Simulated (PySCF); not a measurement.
Si(Cl)(F)(SeH)2, SMILES F[Si](Cl)([SeH])[SeH] (H2ClFSe2Si) at its CAM-B3LYP/def2-SVP optimised geometry (Å):

```
7

F      1.5019     0.7594     1.4049
Si     0.8944     0.2501     0.0000
Cl     1.4277    -1.7186    -0.2100
Se     1.8556     1.6405    -1.4992
Se    -1.3610     0.2501     0.0000
H      1.0503     1.1068    -2.6060
H     -1.4277     1.7186     0.0000
```

Level of theory: CAM-B3LYP/def2-TZVP (PySCF 2.14.0). Cells within 0.4 Å of a nucleus heavier than hydrogen are left out (blank, or x).

Map of the HOMO amplitude (bohr^(-3/2)) on the plane z = 1.5 Å; orbital energy -8.79 eV, overall sign arbitrary:

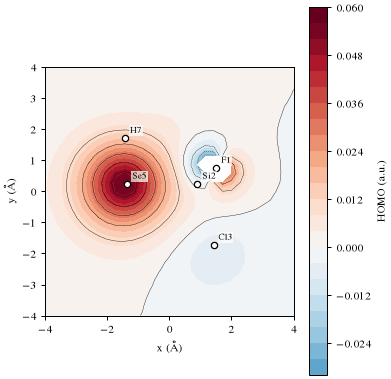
*HOMO amplitude (bohr^(-3/2)) on the plane z = 1.5 Å.*
